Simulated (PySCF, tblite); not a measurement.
# C8H5O radical: geometry, infrared bands and EPR parameters

Aim: predict the infrared bands and EPR parameters of C8H5O radical (`C#C/C(=[C]/C#CC)C=O`).

The runs use tblite 0.8.0 and PySCF 2.14.0, with density-fitted response routines of our own; the level of theory stands in each step. All values are computed, except where a source is named. Atoms count from 0, in the outputs and in this text.

### 1 The starting structure

14 atoms, charge 0, multiplicity 2; geometry from: force field or distance geometry start.

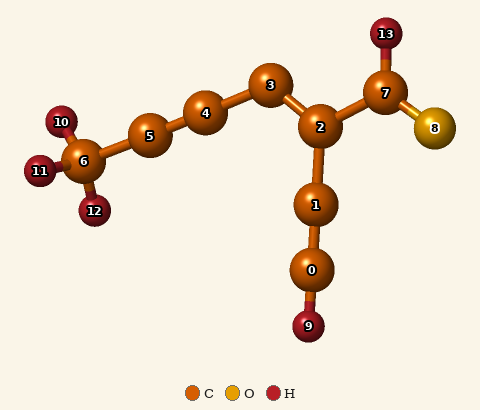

The starting geometry (carbon orange, oxygen amber, hydrogen red), atoms numbered.

### 2 Relaxing the molecule with GFN2-xTB

What the job is given:

```
{"job": {"kind": "relax", "xc": "GFN2-xTB", "basis": "xTB"}, "charge": 0, "multiplicity": 2}
C      1.971200    -1.399300    -1.028800
C      1.747100    -0.439200    -0.317300
C      1.497900     0.680100     0.572100
C      0.294200     1.109300     0.859200
C     -0.905000     0.489700     0.368900
C     -1.933000    -0.014500    -0.057900
C     -3.180100    -0.605600    -0.551200
C      2.669700     1.383600     1.145100
O      3.835800     1.036300     0.904000
H      2.152400    -2.218500    -1.652800
H     -4.024700     0.137500    -0.553300
H     -3.509900    -1.467300     0.067900
H     -3.038100    -0.919200    -1.574500
H      2.421700     2.226600     1.796500
```

Run with:

```
$ OMP_NUM_THREADS=1 python probes_run.py task.json out
```

The driver reads the jobs from task.json and runs them one after another.

Log:

```text
step      E/eV     max force
  0    -638.61396    4.666
  1    -638.76599    3.721
  2    -638.93805    2.784
  3    -638.98692    1.899
  4    -639.05628    0.963
  5    -639.07333    1.200
  6    -639.09542    0.567
  7    -639.10286    0.496
  8    -639.10925    0.211
  9    -639.11705    0.173
 10    -639.12182    0.197
 11    -639.12809    0.250
 12    -639.13615    0.273
 13    -639.14580    0.245
 14    -639.15454    0.274
 15    -639.16007    0.175
 16    -639.16350    0.151
 17    -639.16674    0.157
 18    -639.16974    0.156
 19    -639.17280    0.137
 20    -639.17590    0.154
 21    -639.17920    0.171
 22    -639.18284    0.190
 23    -639.18720    0.242
 24    -639.19270    0.302
 25    -639.19919    0.277
 26    -639.20510    0.231
 27    -639.20931    0.182
 28    -639.21202    0.198
 29    -639.21442    0.190
 30    -639.21695    0.136
 31    -639.21985    0.150
 32    -639.22308    0.173
 33    -639.22832    0.220
 34    -639.23478    0.265
 35    -639.24180    0.216
 36    -639.24961    0.268
 37    -639.25883    0.293
 38    -639.26596    0.292
 39    -639.27186    0.573
 40    -639.27757    0.338
 41    -639.28435    0.310
 42    -639.29331    0.327
 43    -639.29844    0.454
 44    -639.30383    0.333
 45    -639.30660    0.116
 46    -639.30855    0.107
 47    -639.31066    0.130
 48    -639.31233    0.095
 49    -639.31354    0.273
 50    -639.31483    0.117
 51    -639.31675    0.128
 52    -639.31938    0.159
 53    -639.32139    0.216
 54    -639.32404    0.255
 55    -639.32716    0.285
 56    -639.33057    0.339
 57    -639.33320    0.217
 58    -639.33484    0.457
 59    -639.33717    0.248
 60    -639.33875    0.186
 61    -639.34066    0.185
 62    -639.34162    0.417
 63    -639.34325    0.159
 64    -639.34407    0.116
 65    -639.34529    0.133
 66    -639.34569    0.065
 67    -639.34602    0.046
 68    -639.34664    0.061
 69    -639.34693    0.070
 70    -639.34740    0.062
 71    -639.34767    0.046
 72    -639.34797    0.065
 73    -639.34836    0.080
 74    -639.34892    0.079
 75    -639.34946    0.074
 76    -639.34983    0.064
 77    -639.35016    0.071
 78    -639.35047    0.068
 79    -639.35079    0.057
 80    -639.35106    0.095
 81    -639.35132    0.061
 82    -639.35158    0.070
 83    -639.35178    0.041
 84    -639.35198    0.094
 85    -639.35219    0.071
 86    -639.35250    0.060
 87    -639.35287    0.052
 88    -639.35317    0.055
 89    -639.35341    0.047
 90    -639.35364    0.088
 91    -639.35388    0.065
 92    -639.35417    0.101
 93    -639.35442    0.047
 94    -639.35454    0.045
 95    -639.35463    0.031
 96    -639.35470    0.031
 97    -639.35476    0.033
 98    -639.35483    0.030
 99    -639.35487    0.029
100    -639.35490    0.023
101    -639.35492    0.018
102    -639.35493    0.011
103    -639.35494    0.005
```

Wall time 0.55 s (1 thread of Arm Neoverse V2, shared host).

Along the way: (not every step is listed)

| step | energy from step 0 (eV) | largest force (eV/Å) |
| --- | --- | --- |
| 0 | 0.0000 | 4.6658 |
| 1 | -0.1520 | 3.7206 |
| 2 | -0.3241 | 2.7843 |
| 3 | -0.3730 | 1.8992 |
| 4 | -0.4423 | 0.9633 |
| 5 | -0.4594 | 1.2000 |
| 6 | -0.4815 | 0.5671 |
| 7 | -0.4889 | 0.4964 |
| 8 | -0.4953 | 0.2114 |
| 17 | -0.5528 | 0.1571 |
| 26 | -0.5911 | 0.2306 |
| 35 | -0.6278 | 0.2164 |
| 44 | -0.6899 | 0.3328 |
| 53 | -0.7074 | 0.2159 |
| 62 | -0.7277 | 0.4166 |
| 71 | -0.7337 | 0.0462 |
| 80 | -0.7371 | 0.0951 |
| 89 | -0.7395 | 0.0472 |
| 98 | -0.7409 | 0.0301 |
| 99 | -0.7409 | 0.0294 |
| 100 | -0.7409 | 0.0228 |
| 101 | -0.7410 | 0.0180 |
| 102 | -0.7410 | 0.0110 |
| 103 | -0.7410 | 0.0055 |

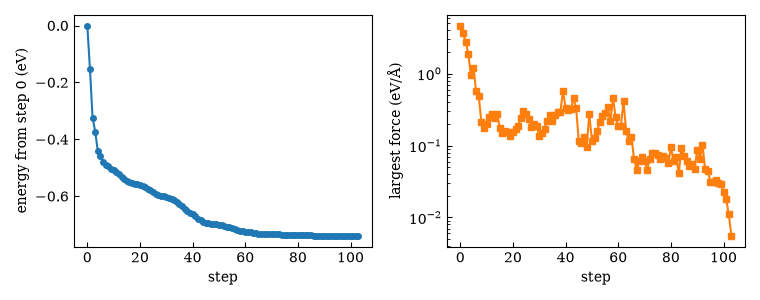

Energy and largest force along the relaxation.

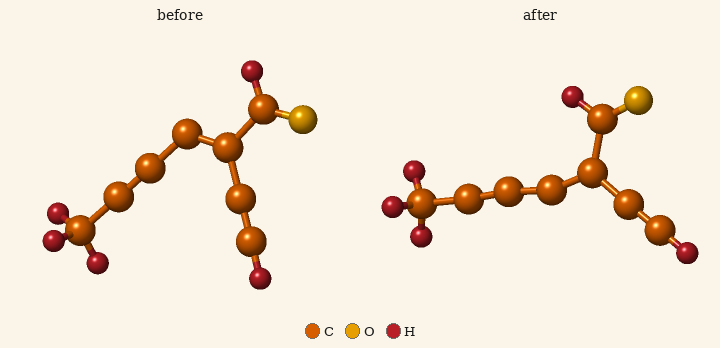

Before and after, at one scale.

Close pairs (by a distance rule), those that changed most:

| bond | before (Å) | after (Å) | change (Å) |
| --- | --- | --- | --- |
| C3–C4 | 1.436 | 1.306 | -0.131 |
| C7–O8 | 1.240 | 1.202 | -0.038 |
| C1–C2 | 1.451 | 1.416 | -0.035 |
| C5–C6 | 1.466 | 1.433 | -0.032 |
| C6–H10 | 1.125 | 1.093 | -0.032 |
| C6–H11 | 1.111 | 1.091 | -0.020 |
| C0–C1 | 1.216 | 1.200 | -0.016 |
| C7–H13 | 1.094 | 1.107 | +0.013 |

The final coordinates are the input of the step that follows.

### 3 Vibrational analysis with GFN2-xTB

What the job is given:

```
{"job": {"kind": "ir", "xc": "GFN2-xTB", "basis": "xTB"}, "charge": 0, "multiplicity": 2}
C      3.517887    -1.376868    -0.974131
C      2.634056    -0.723518    -0.492006
C      1.616335     0.068180     0.094404
C      0.332511    -0.162895    -0.124115
C     -0.968063    -0.058144    -0.080012
C     -2.200905    -0.082930    -0.132295
C     -3.633216    -0.030125    -0.128357
C      2.051660     1.176505     0.972901
O      3.194455     1.450403     1.226336
H      4.286980    -1.950932    -1.397213
H     -3.985341     0.974085     0.120306
H     -4.024199    -0.730887     0.611105
H     -4.025691    -0.304080    -1.110101
H      1.202853     1.750733     1.391012
```

Log:

```text
mode    cm-1     km/mol
  1      11.6      0.05
  2      37.9      1.00
  3      70.9      0.92
  4     115.2      1.31
  5     131.6     13.73
  6     157.9      3.17
  7     209.6      0.36
  8     272.0      0.25
  9     285.5      0.34
 10     317.0     11.89
 11     408.8      0.01
 12     431.4      2.93
 13     464.9      5.90
 14     496.1      0.67
 15     639.1      4.66
 16     642.6     15.12
 17     735.8     61.31
 18     882.7      1.78
 19     894.8      7.93
 20     999.2     15.26
 21    1001.1     14.77
 22    1138.5    232.76
 23    1277.9     32.50
 24    1369.9     15.64
 25    1382.2     24.24
 26    1425.9      9.39
 27    1432.4      8.66
 28    1721.3    868.77
 29    1820.8      0.24
 30    2120.9    331.38
 31    2251.3     15.26
 32    2761.8    105.37
 33    2957.1     15.18
 34    2972.6     20.43
 35    2990.0     19.62
 36    3396.8      7.89
```

It took 0.36 s on 1 thread of Arm Neoverse V2, shared host.

The strongest bands and the atoms that carry them (share of the mass-weighted mode):

| cm⁻¹ | km/mol | atoms |
| --- | --- | --- |
| 736 | 61.3 | C7 41 %, H9 13 %, C1 12 %, C0 10 % |
| 1138 | 232.8 | C2 65 %, C7 17 % |
| 1278 | 32.5 | C2 35 %, C4 18 %, C5 17 % |
| 1382 | 24.2 | C6 21 %, H11 20 %, H12 18 %, H10 17 % |
| 1721 | 868.8 | C7 51 %, O8 35 % |
| 2121 | 331.4 | C4 49 %, C5 45 % |
| 2762 | 105.4 | H13 94 % |
| 2973 | 20.4 | H12 73 %, H10 15 % |

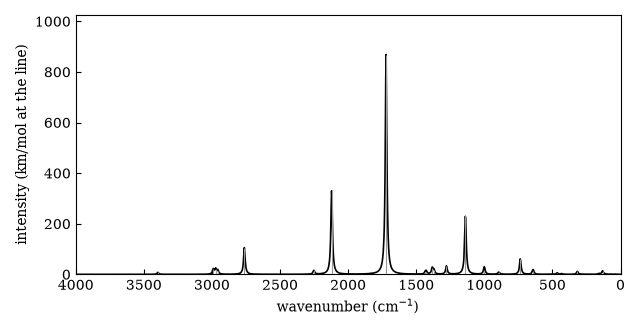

The infrared spectrum from these modes, unscaled. Lines are broadened to a width of 14 cm⁻¹ (Lorentzian).

### 4 g tensor and hyperfine couplings: B3LYP/pcH-1

The job, as its differences from that of step 3:

```diff
@@ -1,2 +1,2 @@
-{"job": {"kind": "ir", "xc": "GFN2-xTB", "basis": "xTB"}, "charge": 0, "multiplicity": 2}
+{"job": {"kind": "epr", "basis": "pcH-1"}, "charge": 0, "multiplicity": 2}
 C      3.517887    -1.376868    -0.974131
```

Level: UKS B3LYP, pcH-1 on C H O, non-relativistic, mean-field spin-orbit, GIAO.

Log:

```text
UKS, coarse grid
  cycle   1  E = -382.72846089  |g| = 6.31e-01
  cycle   2  E = -381.31492445  |g| = 1.72e+00
  cycle   3  E = -382.81867434  |g| = 3.40e-01
  cycle   4  E = -382.88777708  |g| = 1.20e-01
  cycle   5  E = -382.89248611  |g| = 7.53e-02
  cycle   6  E = -382.89550301  |g| = 2.15e-02
  cycle   7  E = -382.89569503  |g| = 1.49e-02
  cycle   8  E = -382.89583112  |g| = 6.05e-03
  cycle   9  E = -382.89587961  |g| = 3.20e-03
  cycle  10  E = -382.89589953  |g| = 2.66e-03
  cycle  11  E = -382.89590980  |g| = 1.25e-03
  cycle  12  E = -382.89591644  |g| = 6.52e-04
UKS, final grid
  cycle   1  E = -382.89591378  |g| = 1.09e-03
  cycle   2  E = -382.89591201  |g| = 2.55e-03
  cycle   3  E = -382.89591477  |g| = 2.79e-04
  cycle   4  E = -382.89591491  |g| = 2.67e-04
  cycle   5  E = -382.89591516  |g| = 1.93e-04
  cycle   6  E = -382.89591522  |g| = 3.74e-05
  cycle   7  E = -382.89591523  |g| = 2.49e-05
E = -382.89591523 Eh   <S^2> = 0.7832 (exact 0.7500)
g shifts (ppm)      1          2          3
  rmc          -157       -157       -157
  gc             12         23         39
  oz_so        -291        -68        575
  total        -436       -201        457
hyperfine (MHz)  atom isotope    a_iso     a_fc   dipolar eigenvalues
    0   13C       1.72       1.72     -7.31      2.73      4.58
    1   13C      62.85      62.85     -3.27     -0.30      3.56
    2   13C     -36.11     -36.11    -16.10      5.18     10.93
    3   13C     115.37     115.37    -64.97    -43.58    108.56
    4   13C     -66.57     -66.57    -21.78     -3.73     25.51
    5   13C      55.57      55.57    -53.64    -31.29     84.93
    6   13C     -22.68     -22.68     -1.32      0.31      1.01
    7   13C      65.92      65.92     -4.42     -2.36      6.78
    8   17O      -0.45      -0.45    -10.13     -0.76     10.89
    9    1H       3.64       3.64     -0.79     -0.39      1.18
   10    1H      81.52      81.52     -3.47     -2.28      5.75
   11    1H      14.34      14.34     -3.11     -2.81      5.92
   12    1H      64.93      64.93     -3.48     -2.67      6.15
   13    1H       2.30       2.30     -3.61     -1.35      4.97
```

Run time: 87 s. Hardware: 1 thread of Arm Neoverse V2, shared host; peak memory 1.1 GiB.

Principal g values 2.00188, 2.00212, 2.00278; g(iso) = 2.00226, against 2.00232 for a free electron.

Hyperfine couplings; where a row names several nuclei, a(iso) is their mean (it holds for fast rotation or exchange) and the dipolar term the largest among them:

| nuclei | isotope | a(iso) (MHz) | a(iso) (G, at g = 2.0023) | largest dipolar term (MHz) |
| --- | --- | --- | --- | --- |
| C3 | 13C | 115.4 | 41.2 | 108.6 |
| C4 | 13C | -66.6 | -23.8 | 25.5 |
| C7 | 13C | 65.9 | 23.5 | 6.8 |
| C1 | 13C | 62.8 | 22.4 | 3.6 |
| C5 | 13C | 55.6 | 19.8 | 84.9 |
| H10, H11, H12 | 1H | 53.6 | 19.1 | 6.2 |
| C2 | 13C | -36.1 | -12.9 | -16.1 |
| C6 | 13C | -22.7 | -8.1 | -1.3 |
| H9 | 1H | 3.6 | 1.3 | 1.2 |
| H13 | 1H | 2.3 | 0.8 | 5.0 |
| C0 | 13C | 1.7 | 0.6 | -7.3 |
| O8 | 17O | -0.4 | -0.2 | 10.9 |

Mulliken spin populations:

C0 -0.04; C1 0.05; C2 -0.14; C3 0.74; C4 -0.27; C5 0.61; C6 -0.05; C7 0.04; O8 -0.01; H9 0.00; H10 0.03; H11 0.01; H12 0.03; H13 0.00

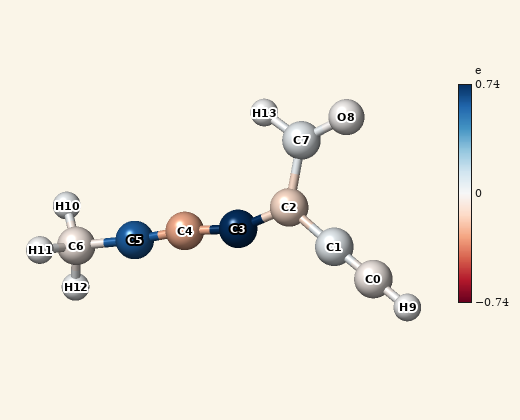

Mulliken spin populations, as colours on the atoms.

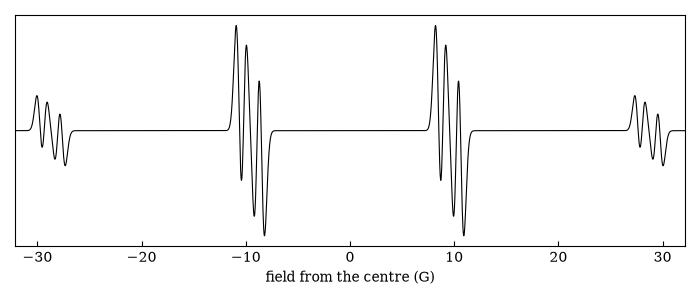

First-order isotropic spectrum (first derivative, main isotopes with spin only, couplings over 0.8 MHz, Gaussian width 0.3 G; couplings of the frozen geometry, rotation of groups not averaged beyond the rows shown).

The fields below are evaluated on a grid from the run's orbitals.

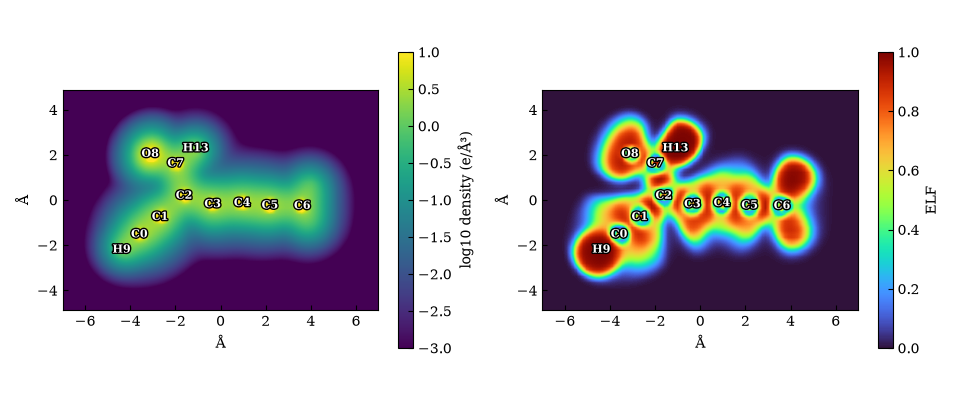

Density (left) and ELF (right) in a plane through or near 11 of the atoms.

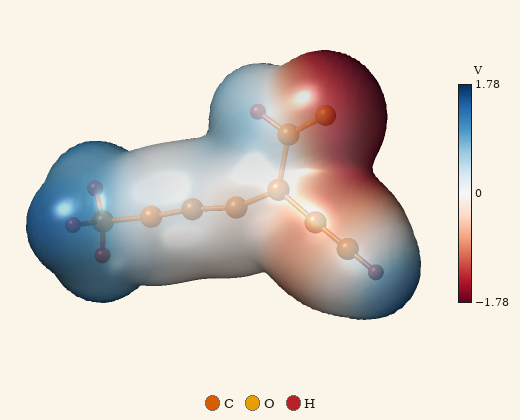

The potential that a unit positive charge feels on the 0.002 e/bohr³ surface, from -1.78 V near O8 to 1.41 V near H9.

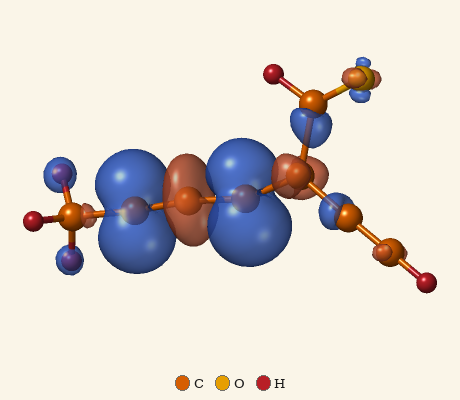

Spin density at ±0.03 e/Å³ (alpha excess blue, beta excess red).

### 5 Results

```
                                                                  quantity                  value
                                 strongest single infrared mode (GFN2-xTB)  1721 cm⁻¹, 869 km/mol
                                              zero-point energy (GFN2-xTB)          57.5 kcal/mol
                                                            g(iso) (B3LYP)                2.00226
                                                                      ⟨S²⟩     0.783 (exact 0.75)
                                        largest a(iso) (averaged by class)   13C on C3, 115.4 MHz
potential on the surface of density 0.002 e/bohr³, 1st and 99th percentile     -1.78 V and 1.41 V
```

What this shows: Relaxing lowered the energy by 0.741 eV in 103 steps; the close pair that moved most is C3–C4, from 1.436 to 1.306 Å. All 36 modes are real, so the xTB geometry is a minimum. The strongest single mode, at 1721 cm⁻¹, moves mainly C7 and O8. Unscaled tight-binding wavenumbers are off by several per cent, some by more. Its intensities can rank the bands wrongly. The largest spin populations lie on C3 (0.74 e), C5 (0.61 e). The isotropic g lies 0.1 ppt below the free-electron value. The conformer search found further structures of the same energy, which may be mirror or relabelled copies of this one.
